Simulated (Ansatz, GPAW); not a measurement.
## How TaCuP2 (model structure) absorbs and reflects light

Aim: the dielectric function of TaCuP2 (model structure), and the optical constants that follow from it. The structure is a model built here, which may or may not match a known phase. It was built so: All N replaced by P in the R-3m structure of TaCuN2. The cell is first relaxed with Ansatz.

Calculated with GPAW 26.7.0; DFT, PBE, plane-wave PAW (GPAW data sets), scalar-relativistic, RPA, optical limit.

**1. Starting point**

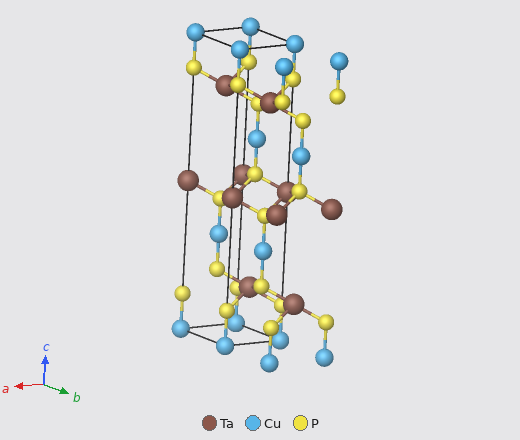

The starting structure, seen from a free direction (tantalum brown, copper blue, phosphorus yellow). 1×2×1 cells are drawn. This picture shows the conventional cell, with its axes. Some periodic images of atoms are drawn too.

**2. Relaxation**

Spectra hang on bond lengths, so the cell is first brought to its minimum.

This step: DFT, PBE, plane-wave PAW, default files, scalar-relativistic, relaxation (Ansatz 0.2.0).

input.yaml

```yaml
crystal:
  lattice:
    - [1.7968432415, 1.0374079292, 6.6610018]
    - [-1.7968432415, 1.0374079292, 6.6610018]
    - [0.0, -2.0748158583, 6.6610018]
  atoms:
    - { symbol: Ta, position: [0.5, 0.5, 0.5] }
    - { symbol: Cu, position: [0.0, 0.0, 0.0] }
    - { symbol: P, position: [0.881, 0.881, 0.881] }
    - { symbol: P, position: [0.119, 0.119, 0.119] }
kpoints:
  mp_grid: { grid: [7, 7, 7] }
scf:
  occupations: { method: fermi_dirac, width: 0.05 }
hamiltonian:
  xc: pbe
output:
  forces: true
  stress: true
relax:
  f_tol: 0.02
  max_steps: 50
  cell: {}
```

Started as:

```bash
ansatz run input.yaml --threads 1 --pin off --max-ram 4096MiB --backend cpu --events-out ev --progress --plain --runs-dir out
```

Numbers of over 12 decimals in the logs are rounded to 6 here.

The log of the run:

```text
basis.fft_grid_basis auto: the FFT boxes are laid along the combinations [[1, 0, -1], [0, 1, -1], [0, 0, 1]] of the cell's own vectors, 3.594, 3.594 and 6.977 Å long. The dense box has 25×25×48 points. Along the cell's own vectors, as sized, it would have 48×48×48, 3.69 times as many. Of the 12 symmetry operations that the crystal satisfies within crystal.symmetry.tolerance (time reversal apart; of a slab, those that [...]
Engine: ansatz 0.2.0, aarch64-unknown-linux-gnu
Pseudopotentials: kind: paw
Pseudopotential: Ta, paw, valence charge 13, recommended cutoff 420 eV (normal), Ta.paw.azcp
Pseudopotential: Cu, paw, valence charge 19, recommended cutoff 420 eV (normal), Cu.paw.azcp
Pseudopotential: P, paw, valence charge 5, recommended cutoff 420 eV (normal), P.paw.azcp
Functional definition: PBE
  parameter kappa = 0.804
  parameter beta = 0.066725
  exchange = pbe_x(kappa = kappa, mu = beta*pi^2/3)
  correlation = pbe_c(beta = beta)
Crystal: 4 atoms, lattice volume = 74.499 Å³
Basis set: ecut = 420 eV, 1439 PW (Γ), FFT grids on a1−a3, a2−a3, a3, exchange–correlation on 50×50×96 points (8 copies of the dense FFT grid, shifted against one another)
Bands: 26, of which v1, the nominal top of the filled ones, is band 21 counted from 1 (20 counted from 0)
Symmetry: 12 space group operations
Space group: R-3m (ITA 166), of the structure as read, at distance tolerance 4.2e-5 Å
k-points: 44 of 343
Non-local potential: Ta, projectors of the file, l = 0: 3, l = 1: 2, l = 2: 2, l = 3: 1
Non-local potential: Cu, projectors of the file, l = 0: 3, l = 1: 2, l = 2: 3, l = 3: 1
Non-local potential: P, projectors of the file, l = 0: 2, l = 1: 2, l = 2: 2
PAW form: soft (Blöchl's): semilocal exchange-correlation on the pseudo side does not see the compensation charge
PAW one-centre angular grid: Ta, 590 points (default); XC on 64 Gauss nodes
PAW one-centre angular grid: Cu, 590 points (default); XC on 64 Gauss nodes
PAW one-centre angular grid: P, 110 points (default); XC on 64 Gauss nodes
Initial density: superposition of atomic densities (neutral atoms: chi_scale 0, normalization atom), corrected by the library's trained network
Initial wavefunctions: pseudopotential atomic-orbital guess
Functional: x = pbe(κ = 0.804, μ = 0.219515), c = pbe(β = 0.066725)
SCF iter   1: F=—  HF=-18065.617036 eV  |F-HF|=—  |Δ(HF+E_count)|=         —  Δρ=9.08e-3  dr2=2.10e-1  ethr=1.77e-3  ⟨swp⟩=6.7  Hψ=5662  notcnv=0
preconditioner: auto → LDOS  [metal: Δε(μ)=0.038 eV  Ē_g=6.545 eV  σ=0.050 eV  W_gap=0.19  n_scr=22 (ndim 8)  ℏωp=21.9 eV  f_vac=0.013  D(μ)=2.29/eV (n_scr^D=16)  β→1.0]
SCF iter   2: F=—  HF=-18065.602605 eV  |F-HF|=—  |Δ(HF+E_count)|=   1.44e-2  Δρ=7.03e-3  dr2=5.30e-2  ethr=5.00e-4  ⟨swp⟩=2.9  Hψ=2266  notcnv=0
preconditioner: auto → Kerker (q_TF=auto, 2.480 Å⁻¹)  [metal: Δε(μ)=0.033 eV  Ē_g=6.489 eV  σ=0.050 eV  W_gap=0.16  n_scr=22 (ndim 8)  ℏωp=21.9 eV  f_vac=0.010  D(μ)=2.59/eV (n_scr^D=22)  β→0.5]
SCF iter   3: F=—  HF=-18065.591379 eV  |F-HF|=—  |Δ(HF+E_count)|=   1.12e-2  Δρ=4.99e-3  dr2=1.18e-2  ethr=1.26e-4  ⟨swp⟩=2.0  Hψ=1848  notcnv=0
SCF iter   4: F=—  HF=-18065.589187 eV  |F-HF|=—  |Δ(HF+E_count)|=   2.19e-3  Δρ=1.69e-3  dr2=3.13e-3  ethr=2.81e-5  ⟨swp⟩=2.0  Hψ=1682  notcnv=0
SCF iter   5: F=—  HF=-18065.588806 eV  |F-HF|=—  |Δ(HF+E_count)|=   3.81e-4  Δρ=4.88e-4  dr2=3.92e-4  ethr=7.45e-6  ⟨swp⟩=2.4  Hψ=1703  notcnv=0
SCF iter   6: F=—  HF=-18065.588794 eV  |F-HF|=—  |Δ(HF+E_count)|=   1.24e-5  Δρ=1.43e-4  dr2=3.85e-5  ethr=9.33e-7  ⟨swp⟩=2.4  Hψ=1640  notcnv=0
SCF iter   7: F=—  HF=-18065.588809 eV  |F-HF|=—  |Δ(HF+E_count)|=   1.49e-5  Δρ=7.10e-5  dr2=5.83e-6  ethr=9.18e-8  ⟨swp⟩=2.0  Hψ=1641  notcnv=0
SCF iter   8: F=—  HF=-18065.588809 eV  |F-HF|=—  |Δ(HF+E_count)|=   2.58e-7  Δρ=1.25e-5  dr2=1.49e-7  ethr=1.39e-8  ⟨swp⟩=2.0  Hψ=1637  notcnv=0
SCF iter   9: F=-18065.588809 eV  HF=-18065.588809 eV  |F-HF|=1.07e-8  |Δ(HF+E_count)|=   1.24e-7  Δρ=4.62e-6  dr2=1.94e-8  ethr=2.38e-10  ⟨swp⟩=5.0  Hψ=4212  notcnv=0
SCF 1 converged in 9 iterations: F = -18065.588809 eV  dr2 = 1.94e-8
  greatest PAW one-centre occupation: 1.000 electrons in one spin orbital (limit 2), on the Cu atom at site 1 (counted from 0), in its partial waves of l = 0
relax step   1: F+E_penalty+E_count = -18065.58880934 eV  Δ(F+E_penalty+E_count) = +0.000e0 eV  max|allowed force component| = 7.347e0 eV/Å  Δτ_max = 0.0000 Å  P = +30.612 GPa  Ω = 74.499 Å³  (9 SCF iters, dr2 threshold 1.00e-7 eV, accepted)
Crystal: 4 atoms, lattice volume = 80.704 Å³
Basis set: ecut = 420 eV, 1559 PW (Γ), FFT grids on a1−a3, a2−a3, a3, exchange–correlation on 50×50×96 points (8 copies of the dense FFT grid, shifted against one another)
Initial density: handed on by an earlier stage of this run
Initial wavefunctions: those handed on with the density
SCF iter   1: F=—  HF=-18068.696068 eV  |F-HF|=—  |Δ(HF+E_count)|=         —  Δρ=2.50e-2  dr2=1.89e0  ethr=3.10e-3  ⟨swp⟩=7.4  Hψ=5438  notcnv=0
preconditioner: auto → Kerker (q_TF=auto, 2.447 Å⁻¹)  [metal: Δε(μ)=0.063 eV  Ē_g=6.525 eV  σ=0.050 eV  W_gap=0.30  n_scr=22 (ndim 8)  ℏωp=21.1 eV  f_vac=0.008  D(μ)=0.93/eV (n_scr^D=2)]
SCF iter   2: F=—  HF=-18068.451698 eV  |F-HF|=—  |Δ(HF+E_count)|=   2.44e-1  Δρ=1.42e-2  dr2=3.51e-1  ethr=3.10e-3  ⟨swp⟩=2.4  Hψ=1724  notcnv=0
SCF iter   3: F=—  HF=-18068.442354 eV  |F-HF|=—  |Δ(HF+E_count)|=   9.34e-3  Δρ=1.94e-2  dr2=3.09e-1  ethr=8.37e-4  ⟨swp⟩=2.3  Hψ=2259  notcnv=0
SCF iter   4: F=—  HF=-18068.386786 eV  |F-HF|=—  |Δ(HF+E_count)|=   5.56e-2  Δρ=4.48e-3  dr2=2.37e-2  ethr=7.35e-4  ⟨swp⟩=2.1  Hψ=2029  notcnv=0
SCF iter   5: F=—  HF=-18068.382390 eV  |F-HF|=—  |Δ(HF+E_count)|=   4.40e-3  Δρ=1.07e-3  dr2=3.57e-3  ethr=5.65e-5  ⟨swp⟩=2.0  Hψ=1844  notcnv=0
SCF iter   6: F=—  HF=-18068.381854 eV  |F-HF|=—  |Δ(HF+E_count)|=   5.35e-4  Δρ=5.52e-4  dr2=4.54e-4  ethr=8.51e-6  ⟨swp⟩=2.1  Hψ=1560  notcnv=0
SCF iter   7: F=—  HF=-18068.381875 eV  |F-HF|=—  |Δ(HF+E_count)|=   2.03e-5  Δρ=3.15e-4  dr2=2.39e-4  ethr=1.08e-6  ⟨swp⟩=2.0  Hψ=1621  notcnv=0
SCF iter   8: F=—  HF=-18068.381880 eV  |F-HF|=—  |Δ(HF+E_count)|=   5.61e-6  Δρ=1.18e-4  dr2=5.64e-5  ethr=5.69e-7  ⟨swp⟩=1.2  Hψ=1155  notcnv=0
SCF iter   9: F=—  HF=-18068.381874 eV  |F-HF|=—  |Δ(HF+E_count)|=   6.10e-6  Δρ=4.40e-5  dr2=4.19e-6  ethr=1.34e-7  ⟨swp⟩=2.1  Hψ=1350  notcnv=0
SCF iter  10: F=-18068.381874 eV  HF=-18068.381874 eV  |F-HF|=6.46e-8  |Δ(HF+E_count)|=   3.27e-7  Δρ=9.71e-6  dr2=2.05e-7  ethr=9.52e-10  ⟨swp⟩=4.0  Hψ=5125  notcnv=0
SCF 2 converged in 10 iterations: F = -18068.381874 eV  dr2 = 2.05e-7
[...]
relax step   5: F+E_penalty+E_count = -18069.53779731 eV  Δ(F+E_penalty+E_count) = -2.311e-1 eV  max|allowed force component| = 5.046e-1 eV/Å  Δτ_max = 0.0702 Å  P = -4.456 GPa  Ω = 77.746 Å³  energy of the carried Pulay correction = -1.094e-3 eV  (9 SCF iters, dr2 threshold 4.00e-7 eV, accepted)
relax step   6: F+E_penalty+E_count = -18069.70483771 eV  Δ(F+E_penalty+E_count) = -1.670e-1 eV  max|allowed force component| = 3.234e-1 eV/Å  Δτ_max = 0.0343 Å  P = -3.034 GPa  Ω = 72.208 Å³  energy of the carried Pulay correction = +8.012e-4 eV  (9 SCF iters, dr2 threshold 4.00e-7 eV, accepted)
relax step   7: F+E_penalty+E_count = -18069.72248783 eV  Δ(F+E_penalty+E_count) = -1.765e-2 eV  max|allowed force component| = 1.915e-1 eV/Å  Δτ_max = 0.0111 Å  P = +0.778 GPa  Ω = 70.208 Å³  energy of the carried Pulay correction = +1.521e-3 eV  (8 SCF iters, dr2 threshold 4.00e-7 eV, accepted)
relax step   8: F+E_penalty+E_count = -18069.72372283 eV  Δ(F+E_penalty+E_count) = -1.235e-3 eV  max|allowed force component| = 9.954e-2 eV/Å  Δτ_max = 0.0155 Å  P = +0.140 GPa  Ω = 69.571 Å³  energy of the carried Pulay correction = +1.755e-3 eV  (7 SCF iters, dr2 threshold 4.00e-7 eV, accepted)
relax step   9: F+E_penalty+E_count = -18069.72589486 eV  Δ(F+E_penalty+E_count) = -2.172e-3 eV  max|allowed force component| = 4.547e-3 eV/Å  Δτ_max = 0.0071 Å  P = +0.048 GPa  Ω = 70.117 Å³  energy of the carried Pulay correction = +1.555e-3 eV  (8 SCF iters, dr2 threshold 4.00e-7 eV, accepted)
relax step  10: F+E_penalty+E_count = -18069.72589939 eV  Δ(F+E_penalty+E_count) = -4.529e-6 eV  max|allowed force component| = 6.623e-4 eV/Å  Δτ_max = 0.0002 Å  P = -0.002 GPa  Ω = 70.124 Å³  energy of the carried Pulay correction = +1.552e-3 eV  (5 SCF iters, dr2 threshold 3.02e-8 eV, accepted)
relax step  11: F+E_penalty+E_count = -18069.74328333 eV  Δ(F+E_penalty+E_count) = -1.738e-2 eV  max|allowed force component| = 1.516e-3 eV/Å  Δτ_max = 0.0000 Å  P = +0.356 GPa  Ω = 70.124 Å³  stress off target by 1.06e0 GPa  SCF on the basis re-selected at this cell (its energy is not comparable with the rows above)  (9 SCF iters)
relax step  12: F+E_penalty+E_count = -18069.74403702 eV  Δ(F+E_penalty+E_count) = -7.537e-4 eV  max|allowed force component| = 4.037e-3 eV/Å  Δτ_max = 0.0003 Å  P = +0.024 GPa  Ω = 70.137 Å³  energy of the carried Pulay correction = -2.269e-5 eV  (6 SCF iters, dr2 threshold 4.00e-7 eV, accepted)
relax step  13: F+E_penalty+E_count = -18069.74404126 eV  Δ(F+E_penalty+E_count) = -4.240e-6 eV  max|allowed force component| = 3.678e-5 eV/Å  Δτ_max = 0.0002 Å  P = -0.002 GPa  Ω = 70.133 Å³  energy of the carried Pulay correction = -2.300e-5 eV  (6 SCF iters, dr2 threshold 1.22e-8 eV, accepted)
iter 1 solved again at ethr=1.37e-7 eV; its pass at ethr=3.10e-3 eV (dr2=5.75e-5 eV) is discarded
SCF iter   1: F=—  HF=-18069.744062 eV  |F-HF|=—  |Δ(HF+E_count)|=         —  Δρ=2.74e-5  dr2=1.46e-8  ethr=1.37e-7  ⟨swp⟩=3.7  Hψ=8631  notcnv=0
eigensolver tolerance schedule: the retry pair's looser diagonalisation over-reported the residual by 3941.29 of it (diagonalisation noise at 0.21 of the residual, at the tolerance the schedule requests for it); recorded, not acted on — ethr = c·dr2/N_el stays at c = 1.0e-1
SCF iter   2: F=—  HF=-18069.744073 eV  |F-HF|=—  |Δ(HF+E_count)|=   1.13e-5  Δρ=1.40e-5  dr2=4.65e-9  ethr=3.47e-11  ⟨swp⟩=3.2  Hψ=2438  notcnv=0
SCF iter   3: F=—  HF=-18069.744074 eV  |F-HF|=—  |Δ(HF+E_count)|=   9.43e-7  Δρ=7.97e-7  dr2=1.41e-10  ethr=1.11e-11  ⟨swp⟩=2.1  Hψ=1718  notcnv=0
SCF iter   4: F=—  HF=-18069.744074 eV  |F-HF|=—  |Δ(HF+E_count)|=   1.59e-9  Δρ=2.82e-7  dr2=8.23e-11  ethr=1.00e-12  ⟨swp⟩=2.0  Hψ=1461  notcnv=0
iter 5 did not close the SCF: its close was put off for the readings that it lacked (scf_convergence_deferred on its scf_iter line)
SCF iter   5: F=-18069.744074 eV  HF=-18069.744074 eV  |F-HF|=1.46e-11  |Δ(HF+E_count)|=  1.09e-11  Δρ=1.12e-7  dr2=3.07e-11  ethr=1.00e-12  ⟨swp⟩=1.0  Hψ=1145  notcnv=0
iter 6 did not close the SCF: its close was put off for the readings that it lacked (scf_convergence_deferred on its scf_iter line)
SCF iter   6: F=-18069.744074 eV  HF=-18069.744074 eV  |F-HF|=3.64e-12  |Δ(HF+E_count)|=  3.64e-12  Δρ=4.07e-8  dr2=4.16e-12  ethr=1.00e-12  ⟨swp⟩=1.0  Hψ=1145  notcnv=0
iter 7 did not close the SCF: its close was put off for the readings that it lacked (scf_convergence_deferred on its scf_iter line)
SCF iter   7: F=-18069.744074 eV  HF=-18069.744074 eV  |F-HF|=1.09e-11  |Δ(HF+E_count)|=  3.64e-12  Δρ=2.92e-8  dr2=1.11e-12  ethr=1.00e-12  ⟨swp⟩=1.0  Hψ=1146  notcnv=0
iter 8 did not close the SCF: its close was put off for the readings that it lacked (scf_convergence_deferred on its scf_iter line)
SCF iter   8: F=-18069.744074 eV  HF=-18069.744074 eV  |F-HF|=3.64e-12  |Δ(HF+E_count)|=    0.00e0  Δρ=7.70e-9  dr2=4.36e-14  ethr=1.00e-12  ⟨swp⟩=1.0  Hψ=1146  notcnv=0
SCF iter   9: F=-18069.744074 eV  HF=-18069.744074 eV  |F-HF|=3.64e-12  |Δ(HF+E_count)|=  3.64e-12  Δρ=3.41e-9  dr2=7.63e-15  ethr=1.00e-12  ⟨swp⟩=1.6  Hψ=2536  notcnv=0
SCF 14 converged in 9 iterations: F = -18069.744074 eV  dr2 = 7.63e-15
relax step  14: F+E_penalty+E_count = -18069.74407423 eV  Δ(F+E_penalty+E_count) = -3.297e-5 eV  max|allowed force component| = 1.085e-5 eV/Å  Δτ_max = 0.0000 Å  P = -0.001 GPa  Ω = 70.133 Å³  stress off target by 2.05e-3 GPa  SCF on the basis re-selected at this cell (its energy is not comparable with the rows above)  (9 SCF iters)
basis re-selected at this cell: Δ(F+E_penalty+E_count) = -3.297e-5 eV, ΔP = +0.000 GPa vs the last step (what re-selecting the basis moved, of the pressure what is left beyond the Pulay correction that the steps carried, after the strain that the cell walked since its last selection, with what the two solves' SCF thresholds leave and, on support functions, any second-order correction that the steps lacked; it is no m [...]
SCF converged after 9 iterations
Free energy (F): -18069.744074 eV
Harris-Foulkes:  -18069.744074 eV  (|F-HF|=3.64e-12)
Internal energy: -18069.737466 eV  (E = F + TS)
E sigma→0 (E₀):  -18069.740770 eV
Entropy (-TS):   -0.006609 eV (-1.652 meV/atom)
Fermi energy:    11.402378 eV
--- Per-component energies (eV) ---
  E_band       = -611.730569
  E_kinetic    = 807.767106
  E_local      = -6550.320135  (includes V_loc(G=0)·N_el)
  E_nonlocal   = 475.006027
  E_hartree    = 2841.177037
  E_xc         = -430.472829
  E_vxc        = -440.401980  (∫ρ·V_xc dr)
  E_paw        = -11201.562606  (= ΣΔE_a)
  E_vpaw       = -586.136094  (= ΣTr[D̂ρ^β])
  E_aug_tail   = 0.000430  (compensation charges beyond the density's cutoff)
  E_ewald      = -4011.332496
  E_smearing   = -0.006609  (= −TS)
  E_closure    = -0.000000  (closes the sum)
  Σ components = -18069.744074   (vs F -18069.744074, Δ=0.00e0)
--- Forces (eV/Å), atoms counted from 1 ---
  atom   1  Ta    -0.00000000    -0.00000000     0.00000000
  atom   2  Cu    -0.00000000     0.00000000     0.00000000
  atom   3  P      0.00000000    -0.00000000     0.00001085
  atom   4  P      0.00000000     0.00000000    -0.00001085
  max |Σ_I F_I| component: 2.78e-17 eV/Å
--- Stress (GPa, compression-positive) ---
       -0.002045      -0.000000      -0.000000
       -0.000000      -0.002045       0.000000
       -0.000000       0.000000      -0.000270
  P = ⅓ Tr σ = -0.0015 GPa (-0.015 kbar)
--- Relaxed structure (12 steps of the walk, 12 accepted, 2 SCFs on fresh bases) ---
  F+E_penalty+E_count = -18069.74407423 eV   max|allowed force component| = 1.085e-5 eV/Å   (the final SCF, on the basis selected at the relaxed cell)
  cell:  # Å, volume = 70.1330 Å³
    - [1.607793, 0.928260, 7.831981]
    - [-1.607793, 0.928260, 7.831981]
    - [0, -1.856520, 7.831981]
  atoms:
    - { symbol: Ta, position: [0.5, 0.5, 0.5] }
    - { symbol: Cu, position: [0, 0, 0] }
    - { symbol: P, position: [0.905828, 0.905828, 0.905828] }
    - { symbol: P, position: [0.094172, 0.094172, 0.094172] }
```

It took 66 s on 1 thread of Arm Neoverse V1, shared host; peak memory 0.4 GiB.

Relaxation path:

```tsv
step	energy less that of the first step (eV)	largest force component (eV/Å)	pressure (GPa)	volume (Å³)
1	0.0000	7.3471	30.61	74.50
2	-2.7931	3.3359	8.21	80.70
3	-3.6450	0.0569	0.10	80.79
4	-3.7179	0.0036	-1.81	81.23
5	-3.9490	0.5046	-4.46	77.75
6	-4.1160	0.3234	-3.03	72.21
7	-4.1337	0.1915	0.78	70.21
8	-4.1349	0.0995	0.14	69.57
9	-4.1371	0.0045	0.05	70.12
10	-4.1371	0.0007	0.00	70.12
11*	-4.1545	0.0015	0.36	70.12
12	-4.1552	0.0040	0.02	70.14
13	-4.1552	0.0000	0.00	70.13
14*	-4.1553	0.0000	0.00	70.13
```

Relaxation steps marked * repeat the geometry before them on a plane-wave basis chosen anew for their cell, so energy and pressure can jump there.

Forces are held to the 12 operations that the run works with; a distortion that breaks them can't arise in this run.

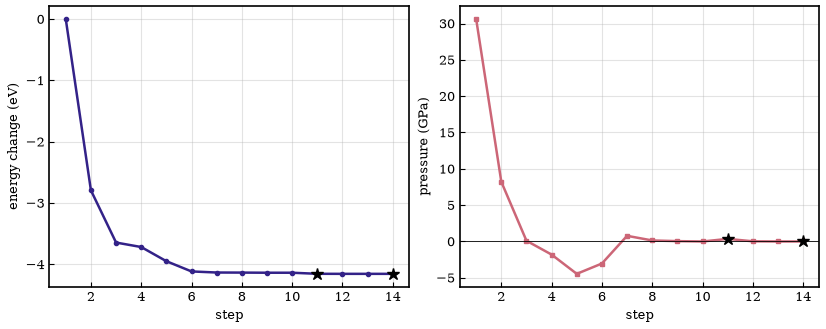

Energy and pressure along the relaxation. Stars mark steps on a basis chosen anew.

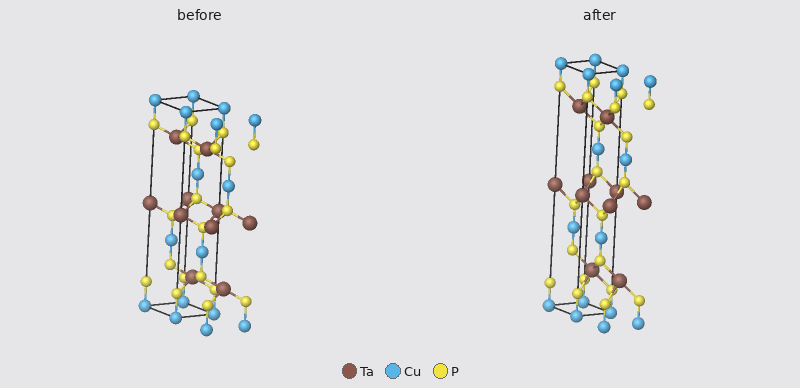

Before and after, at one scale.

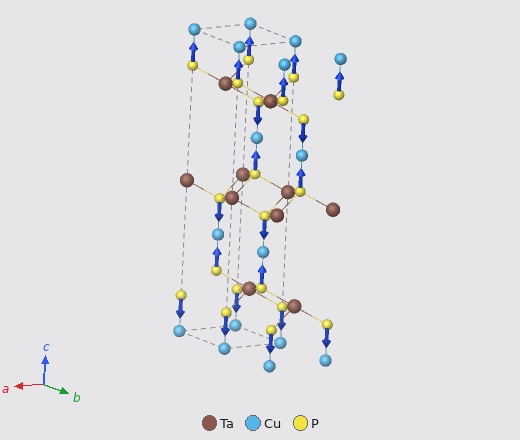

Displacements in the relaxation, exaggerated, measured against the changing cell; the longest in the cell stands for 0.58 Å. 1×2×1 conventional cells are drawn. Some periodic images of atoms are drawn too.

```tsv
cell as run	before	after	change
a (Å)	6.977	8.049	+15.4 %
b (Å)	6.977	8.049	+15.4 %
c (Å)	6.977	8.049	+15.4 %
α (°)	29.85	23.04	-22.8 %
β (°)	29.85	23.04	-22.8 %
γ (°)	29.85	23.04	-22.8 %
volume (Å³/atom)	18.62	17.53	-5.9 %
```

The atoms that moved most (Å, as changes of fractional coordinates times the final cell):

```tsv
atom	dx	dy	dz	length
P3	0.000	0.000	0.583	0.583
P4	0.000	0.000	-0.583	0.583
```

Final coordinates:

```
Ta Cu P
1.0
     1.60779    0.92826    7.83198
    -1.60779    0.92826    7.83198
     0.00000   -1.85652    7.83198
Ta Cu P
1 1 2
Direct
  0.50000 0.50000 0.50000
  0.00000 0.00000 0.00000
  0.90583 0.90583 0.90583
  0.09417 0.09417 0.09417
```

The relaxation ends with a largest force component of 1.1e-5 eV/Å and a pressure of 0.00 GPa.

(Part 1 of 2 ends here.)

[Machine, clock and banner lines and Python warnings are left out of the logs.]

[Logs are printed without paths, hosts, clocks, repeated set-up lines and the standing remarks that a program may print on its own settings, such as how far it seeks lower states.]

[Hosts, paths, dates, database ids (printed as entryN), source tags and the programs' standing remarks are cut or masked in the printed files.]
